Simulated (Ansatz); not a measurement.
C5H7GeNO

```csv
atom,x (Å),y (Å),z (Å)
C,0.5629,1.1284,0.7509
C,0.0307,-0.1061,0.3526
C,-0.4734,-0.9634,1.3342
C,-0.4298,-0.5629,2.6710
C,0.5570,1.4324,2.1292
Ge,1.1899,1.8707,-1.8825
N,0.0766,0.6138,3.0588
O,1.0813,2.0497,-0.0869
H,1.8457,3.1834,-2.2991
H,2.0573,0.6449,-2.2012
H,-0.2291,1.7095,-2.4456
H,0.0077,-0.3978,-0.7029
H,-0.8958,-1.9341,1.0585
H,-0.8185,-1.2163,3.4617
H,0.9716,2.3966,2.4509
```

Geometry: r2SCAN-D4/def2-SVP.

All numbers below come from Ansatz, isolated molecule in a Gaussian basis; Kohn-Sham density functional theory, functional PBE0.

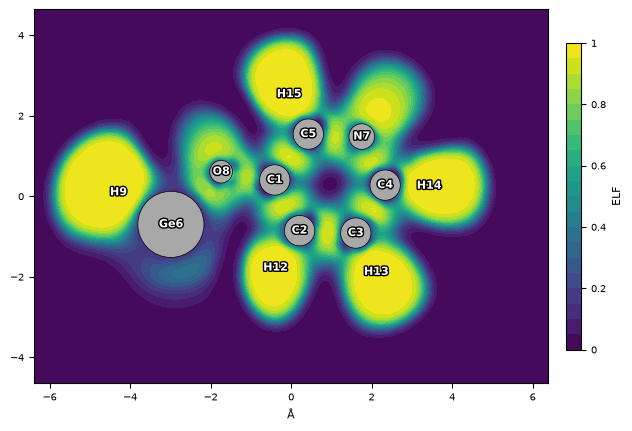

Figure 1. ELF on the plane of atoms O8, Ge6 and H9. Grey discs cover the atomic cores.

**What does the map show?**

The section cuts through C, Ge, N, O and H sites.
C–N (1.33 Å): the ELF peaks at about 0.90 between the atoms: localised, covalent bonding.
C–O (1.35 Å): the ELF peaks at about 0.90 between the atoms, as expected for a shared but strongly polarised pair.
C–C (1.40 Å): the ELF peaks at about 0.95 between the atoms; a covalent bond.
Ge–O (1.81 Å): the ELF peaks at about 0.85 in the valence shell of O, 0.7 Å from its nucleus, and is about 0.30 at the midpoint.
C–H (1.09 Å): the ELF climbs to about 1 towards the hydrogen, as it does in any bond to H (a covalent bond by its length).
The ELF also peaks beside O8 and N7, away from the bonds: lone-pair regions.

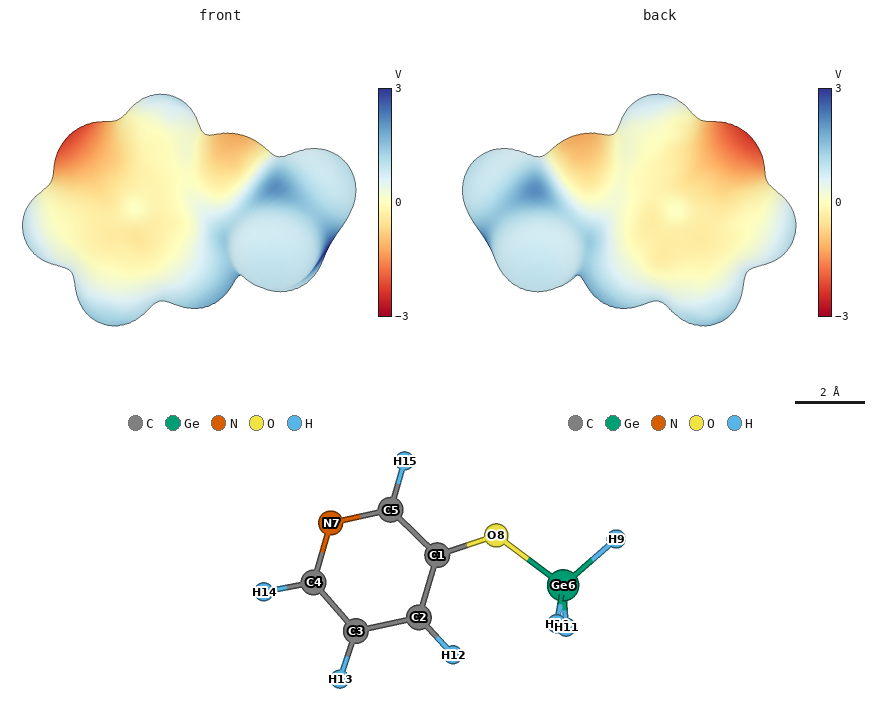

Figure 2. The electrostatic potential painted on the density surface at 0.004 e/bohr³, seen from the front and from behind; the colour scale runs from red (negative) to blue (positive). The bare structure is drawn below in the same view.

**Which sites attract a positive test charge, and which a negative one?**

A positive charge is drawn to the negative regions and a negative charge to the positive ones. The most negative region (about −2.3 V, or −53 kcal/mol for a unit charge) lies over N7, the most positive (about +2.8 V, or +65 kcal/mol for a unit charge) over Ge6. N7 is the likeliest acceptor of a hydrogen bond.

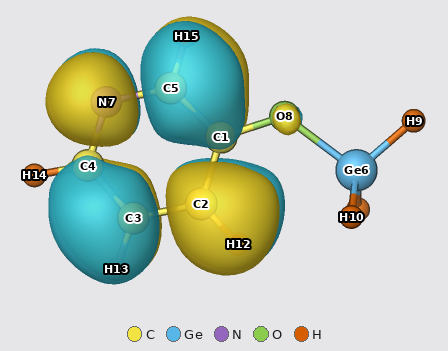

Figure 3. One frontier orbital at ±0.06 Å⁻³ᐟ² (yellow and cyan are the two phases), seen across its widest extent.

**Which orbital is it: HOMO or LUMO?**

The LUMO, at −0.79 eV. Its weight (Hirshfeld) is mainly on C2 (about 20 %), N7 (about 20 %), C5 (about 20 %), C3 (about 15 %), C1 (about 10 %) and C4 (about 5 %).

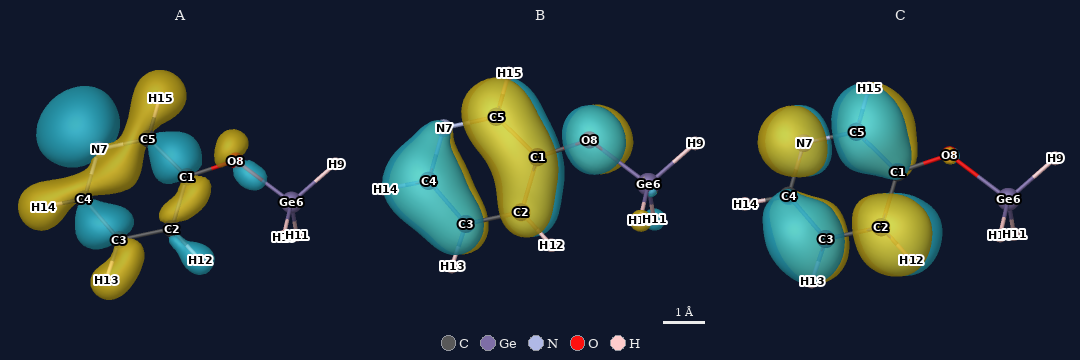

Figure 4. Three frontier orbitals at ±0.08 Å⁻³ᐟ² (yellow and cyan are the two phases), in no order.

**Which picture is the HOMO−1, the HOMO and the LUMO?**

A is the HOMO−1 (−7.27 eV). By Hirshfeld shares it lies mainly on N7 (about 60 %), C5 (about 10 %) and C4 (about 10 %). B is the HOMO (−6.76 eV). Its weight (Hirshfeld) is mainly on C4 (about 20 %), O8 (about 20 %), C1 (about 15 %), C5 (about 15 %), C3 (about 10 %) and C2 (about 10 %). C is the LUMO (−0.79 eV). By Hirshfeld shares it lies mainly on C2 (about 20 %), N7 (about 20 %), C5 (about 20 %), C3 (about 15 %), C1 (about 10 %) and C4 (about 5 %).

**What is the HOMO–LUMO gap?**

5.97 eV between the orbital energies.
